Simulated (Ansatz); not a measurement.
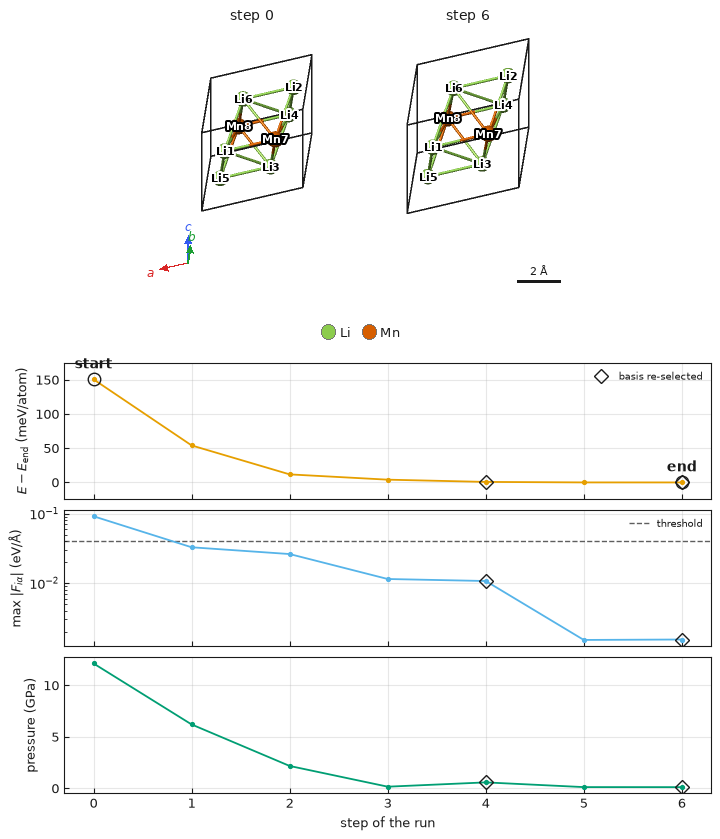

First and last geometry of a relaxation of crystalline Li3Mn (built on the Ni3Sn (D0_19)_194 type) (coarse preliminary run), with the history of the run. Style: ball-and-stick. Shown: the cell of the calculation, from a free direction.

Case: Ni3Sn (D0_19) type (P6_3/mmc, No. 194).

Method: DFT PBE, scalar-relativistic, plane waves, PAW (Ansatz). (plane-wave cutoff 420 eV; k-point mesh 6 × 6 × 4; occupations gaussian; smearing width 0.1 eV; collinear spin; cell and atoms relaxed; force threshold 0.04 eV/Å; at most 70 steps)

### What do the curves and the structures tell?

It converged. The largest moves relative to the cell, 0.039 Å, are those of Li1, Li2, Li3, Li4, Li5 and Li6. Li1 goes along [−1 −2 0]. Mn stays in place. The volume changes by +38.1 %, with a = b 5.243 → 5.797 Å (+10.6 %), c 4.208 → 4.754 Å (+13.0 %). Among the contacts that change: Li1–Li3 2.627 → 2.972 Å, Li1–Li2 2.594 → 2.932 Å, Li1–Mn8 2.590 → 2.883 Å, Li1–Mn7 2.621 → 2.899 Å. The space group stays P6_3/mmc (No. 194). After 4 accepted moves (6 points after the start) the energy has fallen by 151 meV per atom. Largest force component: 0.092 eV/Å at the start, 0.0015 eV/Å at the end. The pressure goes from 12.13 to 0.12 GPa. At 2 points the geometry stayed and the basis and grid were re-selected for the new cell (energy shift of 3.3 meV per atom at most each time). Cost: 48 s on 1 thread of Intel(R) Xeon(R) 6975P-C (Granite Rapids), on a shared host, peak memory 0.56 GiB.

```
step  E − E(0), meV/atom  largest force component, eV/Å  pressure, GPa  volume, Å³/atom                      note
   0                0.00                         0.0917          12.13           12.522                          
   1              -96.57                         0.0328           6.21           14.225                          
   2             -138.91                         0.0262           2.18           15.867                          
   3             -146.64                         0.0115           0.17           16.960                          
   4             -149.93                         0.0107           0.58           16.960  same geometry, new basis
   5             -150.66                         0.0015           0.13           17.293                          
   6             -150.69                         0.0015           0.12           17.293  same geometry, new basis
```

Limits of the set-up: the k-point mesh is coarse for a cell with partly filled bands.
